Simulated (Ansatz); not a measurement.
## Fields on a plane of Cu2O (cuprite type, space group Pn-3m)

```
Cu2O
1.0
    4.22208     0.00000     0.00000
    0.00000     4.22208     0.00000
    0.00000     0.00000     4.22208
Cu O
4 2
Direct
  0.75000   0.75000   0.75000
  0.75000   0.25000   0.25000
  0.25000   0.75000   0.25000
  0.25000   0.25000   0.75000
  0.00000   0.00000   0.00000
  0.50000   0.50000   0.50000
```

The slice is a {210} plane (indices of the conventional cell) through the point (0.250, 0.750, 0.250) (fractional), spanned by u = [100] and v = [021] in vectors of this cell: u (4.22 Å) and v (9.44 Å, at 90° to u). It covers one period; positions are fractions (u, v).

Atoms on it: Cu at (0.50, 0.50); Cu at (0.00, 0.00). Other atoms lie within 1 Å of the plane.

Level of theory: PBEsol (plane waves to 420 eV, PAW, scalar-relativistic; Ansatz, a first-principles code). k mesh 8×8×8. Near the nuclei the fields are pseudised (PAW); where an atom keeps semicore shells as valence, they peak there. Cu2O is run without spin polarisation. Cu2O was relaxed with its symmetry unable to fall. The PAW data are Ansatz's earlier set.

```
|xxxxxx006688999999886600xxxx|
|xxxx0033778899999988773300xx|
|0000336688888877888888663300|
|5566778888776655667788887766|
|8888888877553311335577888888|
|8888888877440000004477888888|
|6666778877440000004477777766|
|2233667777663322335566665533|
|0000447788776666665533222200|
|000044778888887766xxxxxxxx00|
|113355778888887766xxxxxxxx00|
|556677888877665544xxxxxxxx44|
|77888888663300000000xxxx5577|
|999988773300xxxxxx0011558899|
|9999886600xxxxxxxxxx00668899|
|9999886600xxxxxxxxxx00668899|
|9999886600xxxxxxxxxx00668899|
|999988551100xxxxxx0033778899|
|777755xxxx000000003366888888|
|5544xxxxxxxx4455667788887766|
|1100xxxxxxxx6677888888775533|
|0000xxxxxxxx6677888888774400|
|0000222233556666667788774400|
|2233556666553322336677776633|
|6666777777440000004477887766|
|8888888877440000004477888888|
|8888888877553311335577888888|
|5566778888776655667788887766|
|0000336688888877888888663300|
|xxxx0033778899999988773300xx|
|xxxxxx006688999999886600xxxx|
|xxxxxx006688999999886600xxxx|
```
Scale: ten equal steps from 2.00 (start of '0') to 10.15 (end of '9'), in the order '0123456789'. Values: electrostatic potential energy of an electron, from the cell's mean, in eV. The map has 14 points along u (two characters each, u = 0 at the left) and 32 along v (v = 0 in the bottom row). Points within 0.8 Å of a nucleus are blanked (x), as the pseudised field means little there. Values under 2 eV are set to 2. The zero, the cell's mean, hangs on the PAW cores.

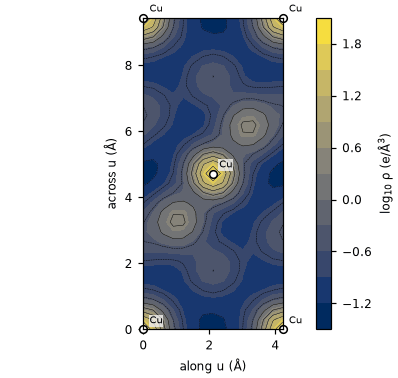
*Log₁₀ of the valence density in e/Å³, one period of the plane, atoms marked. The scale is logarithmic, as a density can span decades between atoms and voids.*
